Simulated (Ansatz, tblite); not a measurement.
# [B(CN)H3]- (CH₃BN−): spin-state energies by level

Aim: set other spin states of [B(CN)H3]- (CH₃BN−) against its singlet, on many levels of theory.

Method: as each input shows; program: Ansatz 0.2.0, Gaussian basis.

Levels to be run: triplet, at the geometry of the singlet (GFN1-xTB, GFN2-xTB, PBE0-D4/def2-TZVPD, PBE-D4/def2-TZVPD, r2SCAN-D4/def2-TZVPD); the singlet's energies come from earlier runs.

## (1) The geometry

The geometry is that of the singlet, from an earlier relaxation (r2SCAN-D4/def2-TZVPD).

6 atoms, charge -1, spin multiplicity 1.

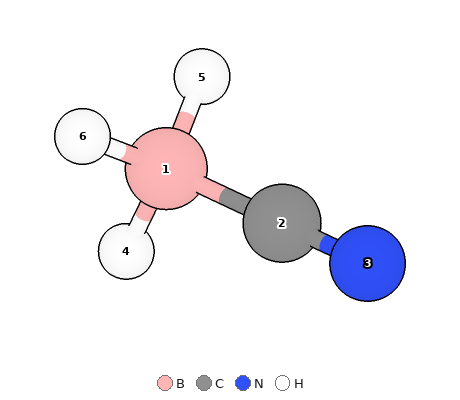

The structure; boron pink, carbon grey, nitrogen blue, hydrogen white; atoms are numbered from 1 in the order of the file.

The ion is computed in the gas phase, without counter-ions or solvent.

## (2) Triplet at the fixed geometry, GFN1-xTB

Tight binding, by tblite at 300 K electronic temperature and without a spin-polarisation term:

```python
tblite.interface.Calculator('GFN1-xTB', numbers, positions, charge=-1, uhf=2).singlepoint()
```

Energy -224.7237 eV; 0.002 s.

## (3) Triplet at the fixed geometry, GFN2-xTB

Tight binding, by tblite at 300 K electronic temperature and without a spin-polarisation term:

```python
tblite.interface.Calculator('GFN2-xTB', numbers, positions, charge=-1, uhf=2).singlepoint()
```

Energy -211.9090 eV; 0.002 s.

## (4) Triplet at the fixed geometry, PBE0-D4/def2-TZVPD

File in.yaml:

```yaml
crystal:
  periodic: [false, false, false]
  atoms:
    - {symbol: B, position_ang: [-0.007822, -0.000813, -0.520060]}
    - {symbol: C, position_ang: [0.015749, 0.001691, 1.056493]}
    - {symbol: N, position_ang: [0.033308, 0.003494, 2.220468]}
    - {symbol: H, position_ang: [1.144934, 0.004097, -0.936184]}
    - {symbol: H, position_ang: [-0.597924, 0.999315, -0.911918]}
    - {symbol: H, position_ang: [-0.588254, -1.007794, -0.908800]}
basis:
  gaussian: {orbitals: def2-TZVPD}
total_charge: -1
magnetization: {spin_polarized: true, initial_magnetization: 2}
hamiltonian: {xc: pbe0, dispersion: d4}
scf: {omitted_lower_state_checks: [starts]}
output: {orbitals: {seedname: orbitals}}
```

Command:

```bash
$ ansatz run in.yaml --threads 4 --pin off --events-out ev --progress --plain --max-ram 3916MiB
```

The log of the run:

```text
Functional definition: PBE0
  name "PBE0"
  cite "Adamo & Barone, J. Chem. Phys. 110, 6158 (1999) doi:10.1063/1.478522"
  cite "Perdew, Burke & Ernzerhof, Phys. Rev. Lett. 77, 3865 (1996) doi:10.1103/PhysRevLett.77.3865"
  parent pbe
  parameter a = 0.25
  parameter kappa = 0.804
  parameter beta = 0.06672455060314922
  exchange = (1 - a)*pbe_x(kappa = kappa, mu = beta*pi^2/3) + a*exact_x
  correlation = pbe_c(beta = beta)
these checks for a lower state are left out or cut short: starts
671 factors; their error is unknown
mean field evaluation 1: about -3241.0788 eV, gradient 1.9e1 eV
mean field evaluation 2: about -3222.7780 eV, gradient 5.8e1 eV
mean field evaluation 4: about -3244.5505 eV, gradient 3.9e0 eV
mean field evaluation 8: about -3244.6636 eV, gradient 1.0e-1 eV
mean field evaluation 16: about -3244.6595 eV, gradient 5.8e-3 eV
mean field evaluation 32: about -3244.6667 eV, gradient 4.2e-5 eV
a density is far from that of the atoms, so the factors are made again for it
945 factors; integrals over basis functions are off by at most 1.2e-3 eV
mean field -3244.66667921 eV, -119.2393011471 hartree, gradient 5.6e-6 eV, S^2 2.016245; 0 other end points of the search recorded, 0 dependent functions left out
reference -3244.66671038 eV, -119.2393022925 hartree; 12, 10 occupied and 126, 128 virtual orbitals, 945 factors
Total energy: -3244.74023431 eV, -119.2420042469 hartree
Checks for a lower state left out: starts
```

Run time: 7 s. Hardware: 4 threads of Arm Neoverse V1, shared host.

HOMO 1.60 eV, LUMO -3.56 eV (over both spins; with the spin held, an empty level of the minority spin lies below the top filled one); ⟨S²⟩ 2.016 (pure: 2.00). Doubts: highest occupied level lies above zero.

## (5) Triplet at the fixed geometry, PBE-D4/def2-TZVPD

start.molden holds the orbitals of an earlier run on this state, given as this run's starting guess.

Edit in.yaml of step 4 so:

```diff
@@ -10,6 +10,6 @@
 basis:
-  gaussian: {orbitals: def2-TZVPD}
+  gaussian: {orbitals: def2-TZVPD, initial_orbitals: start.molden}
 total_charge: -1
 magnetization: {spin_polarized: true, initial_magnetization: 2}
-hamiltonian: {xc: pbe0, dispersion: d4}
+hamiltonian: {xc: pbe, dispersion: d4}
 scf: {omitted_lower_state_checks: [starts]}
```

Same command.

The log of the run, shortened:

```text
Functional definition: PBE
  name "PBE"
  cite "Perdew, Burke & Ernzerhof, Phys. Rev. Lett. 77, 3865 (1996) doi:10.1103/PhysRevLett.77.3865"
  parent pbe
[...]
671 factors; their error is unknown
[...]
a density is far from that of the atoms, so the factors are made again for it
944 factors; integrals over basis functions are off by at most 1.2e-3 eV
[...]
mean field -3244.77244305 eV, -119.2431878963 hartree, gradient 8.2e-6 eV, S^2 2.005239; 0 other end points of the search recorded, 0 dependent functions left out
reference -3244.77248366 eV, -119.2431893888 hartree; 12, 10 occupied and 126, 128 virtual orbitals, 944 factors
Total energy: -3244.86130230 eV, -119.2464534137 hartree
Checks for a lower state left out: starts
```

Run time: 5.5 s. Hardware: 4 threads of Arm Neoverse V1, shared host.

From the report: HOMO 1.89 eV, LUMO -4.32 eV (over both spins; with the spin held, an empty level of the minority spin lies below the top filled one); ⟨S²⟩ 2.005 (pure: 2.00). Doubts: highest occupied level lies above zero.

## (6) Triplet at the fixed geometry, r2SCAN-D4/def2-TZVPD

Edit in.yaml of step 5 so:

```diff
@@ -13,3 +13,3 @@
 magnetization: {spin_polarized: true, initial_magnetization: 2}
-hamiltonian: {xc: pbe, dispersion: d4}
+hamiltonian: {xc: r2scan, dispersion: d4}
 scf: {omitted_lower_state_checks: [starts]}
```

The command is unchanged.

The log of the run, shortened:

```text
Functional definition: r2SCAN
  name "r2SCAN"
  cite "Furness, Kaplan, Ning, Perdew & Sun, J. Phys. Chem. Lett. 11, 8208 (2020) doi:10.1021/acs.jpclett.0c02405"
  cite "Furness, Kaplan, Ning, Perdew & Sun, J. Phys. Chem. Lett. 11, 9248 (2020) doi:10.1021/acs.jpclett.0c03077"
  parent r2scan
[...]
671 factors; their error is unknown
[...]
a density is far from that of the atoms, so the factors are made again for it
941 factors; integrals over basis functions are off by at most 1.2e-3 eV
mean field -3246.90009482 eV, -119.3213776565 hartree, gradient 8.6e-6 eV, S^2 2.013943; 0 other end points of the search recorded, 0 dependent functions left out
reference -3246.90011962 eV, -119.3213785681 hartree; 12, 10 occupied and 126, 128 virtual orbitals, 941 factors
Total energy: -3246.92150412 eV, -119.3221644340 hartree
Checks for a lower state left out: starts
```

Run time: 11 s. Hardware: 4 threads of Arm Neoverse V1, shared host.

From the report: HOMO 1.95 eV, LUMO -4.20 eV (over both spins; with the spin held, an empty level of the minority spin lies below the top filled one); ⟨S²⟩ 2.014 (pure: 2.00). Doubts: highest occupied level lies above zero.

## (7) Triplet less singlet, vertical

The singlet's energies are those of its earlier runs, whose logs aren't repeated here.

| level | triplet less singlet, vertical (kcal/mol) | time |
| --- | --- | --- |
| GFN1-xTB | +147.1 | 0.005 s |
| GFN2-xTB | +130.5 | 0.004 s |
| PBE-D4/def2-TZVPD | +125.4 | 6.2 s |
| r2SCAN-D4/def2-TZVPD | +130.8 | 12 s |
| PBE0-D4/def2-TZVPD | +132.8 | 7.7 s |

Times add the two runs; a level without a time comes out of a correlated run. Tight binding without a spin term can't rank spin states.

## (8) Outcome

| quantity | value |
| --- | --- |
| triplet less singlet, vertical, functionals in def2-TZVPD | +125.4 (PBE-D4) to +132.8 kcal/mol (PBE0-D4) |

What this shows: All functionals put the triplet above the singlet, over a spread of 7.3 kcal/mol. The checks for a lower triplet were left out, so another state of that spin may lie lower. These are electronic energies, without zero-point motion, entropy or surroundings.

The anion's highest level is positive in at least one run, so there the basis alone may hold the extra electron.
